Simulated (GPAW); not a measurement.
Consider Al2Ru (I4/mmm).

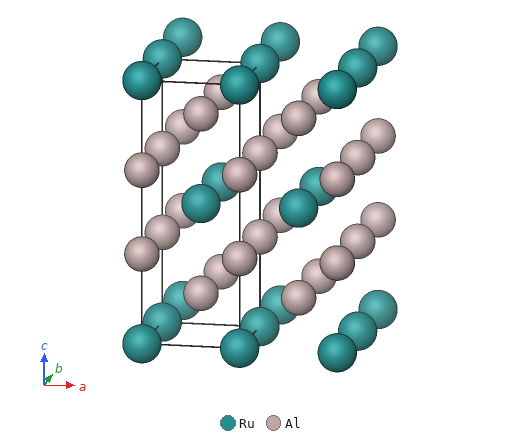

The structure (ruthenium teal, aluminium light grey). 2×2×1 conventional cells are drawn. Some periodic images of atoms are drawn too.

```cif
data_structure
_symmetry_space_group_name_H-M 'P 1'
_symmetry_Int_Tables_number 1
_cell_length_a 4.7638
_cell_length_b 4.7638
_cell_length_c 4.7638
_cell_angle_alpha 141.758
_cell_angle_beta 141.758
_cell_angle_gamma 55.193
_cell_volume 41.12
loop_
_atom_site_label
_atom_site_type_symbol
_atom_site_fract_x
_atom_site_fract_y
_atom_site_fract_z
_atom_site_occupancy
Ru1 Ru 0.00000 0.00000 0.00000 1
Al2 Al 0.34080 0.34080 0.00000 1
Al3 Al 0.65920 0.65920 0.00000 1
```

Absorber: atom 2, with 4 Ru at 2.58 Å, 5 Al at 2.69 Å, 1 Ru at 2.88 Å and 4 Al at 3.12 Å (14-fold, site symmetry 4mm). Method: GPAW, LDA, excited-electron core hole (neutral cell), 27-atom cell with 7.9 Å between holes, 5×5×5 k points, dipole transitions, Gaussian full width 0.9 eV up to 4 eV, rising linearly to 3.5 eV at 25 eV.

Where do the maxima of the Al K edge fall?

Main maxima up to 24 eV above the zero (height): 3.4 eV (1.32), 5.1 eV (1.29) and 8.7 eV (1.51). A K edge sees empty p states on the absorber. The total-energy difference is 1563.35 eV. One term is added: -13.88 eV, since the hole is spin-paired here and a spin-polarised one costs that much less in the free atom (computed apart). The photon energy is then 1549.47 eV. The tabulated edge of the element is 1559 eV. The functional leaves an error in such absolute values: in the free atom LDA prices this hole 7.2 eV below PBE (computed apart), and PBE is itself good to a few eV.

The Al K spectrum (energy from the lowest empty level; intensity scaled to a mean of 1 over the first 20 eV; polarised curves are means over the symmetry-equivalent atoms):

| E (eV) | isotropic | ε ⊥ c | ε ∥ c |
| --- | --- | --- | --- |
| -2.0 | 0.00 | 0.00 | 0.00 |
| -0.5 | 0.05 | 0.07 | 0.01 |
| 1.0 | 0.49 | 0.56 | 0.36 |
| 2.5 | 1.11 | 1.28 | 0.78 |
| 4.0 | 1.24 | 1.21 | 1.29 |
| 5.5 | 1.28 | 1.17 | 1.50 |
| 7.0 | 1.09 | 1.08 | 1.10 |
| 8.5 | 1.48 | 1.30 | 1.85 |
| 10.0 | 1.15 | 1.21 | 1.04 |
| 11.5 | 1.06 | 1.15 | 0.88 |
| 13.0 | 0.94 | 0.97 | 0.87 |
| 14.5 | 0.89 | 0.90 | 0.88 |
| 16.0 | 0.84 | 0.83 | 0.86 |
| 17.5 | 0.76 | 0.68 | 0.92 |
| 19.0 | 0.74 | 0.63 | 0.95 |
| 20.5 | 0.67 | 0.61 | 0.78 |
| 22.0 | 0.67 | 0.62 | 0.77 |
| 23.5 | 0.71 | 0.70 | 0.72 |
| 25.0 | 0.73 | 0.80 | 0.58 |
| 26.5 | 0.70 | 0.81 | 0.49 |
| 28.0 | 0.68 | 0.76 | 0.51 |
| 29.5 | 0.70 | 0.75 | 0.61 |
| 31.0 | 0.80 | 0.82 | 0.77 |

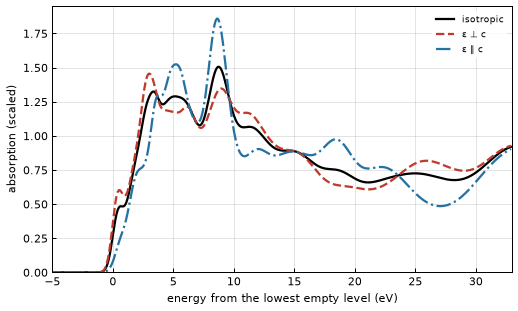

The Al K edge.

Lifetime broadening is put in by hand, and intensities beyond about 20 eV depend on it and on the partial waves; weight that the partial waves miss at high energy is lost. The structure is a computed Materials Project entry and may be a hypothetical form.

[Banner, clock and machine lines of the logs are left out without a mark of their own.]

[Logs are printed without paths, hosts, clocks, repeated set-up lines and the standing remarks that a program may print on its own settings, such as how far it seeks lower states.]

[Hosts, paths, dates, database ids (printed as entryN), source tags and the programs' standing remarks are cut or masked in the printed files.]

[Lists of maxima count a maximum above −3 eV only where it reaches 4 % of the highest in the window and stands out from its surroundings by 2 % of it (1.5 % where it reaches 55 %); shoulders and weaker maxima are passed over, and of the rest the first, up to two pre-edge ones and the few strongest are named.]
